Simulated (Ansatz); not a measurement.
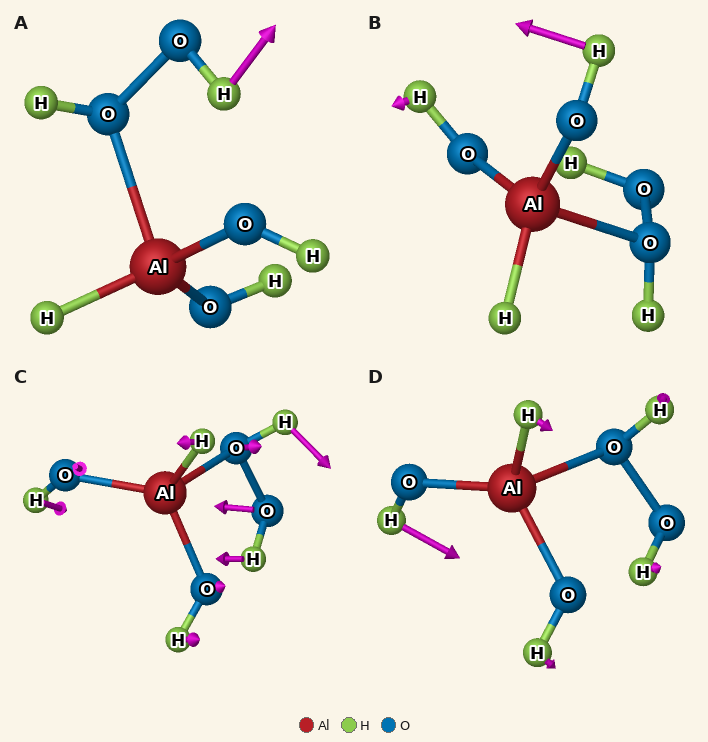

4 normal modes of one molecule or complex, as arrows. Harmonic vibrations computed with RKS PBE0-D4/def2-TZVP (Ansatz 0.2.0) at a stationary point of the same level.

**Match the panels to the wavenumbers 78 cm⁻¹, 259 cm⁻¹, 587 cm⁻¹, 1630 cm⁻¹.**

A: 1630 cm⁻¹, H–O–O bending
B: 259 cm⁻¹
C: 78 cm⁻¹, a torsion or out-of-plane motion in which bond lengths and bond angles hardly change
D: 587 cm⁻¹, Al–O–H bending
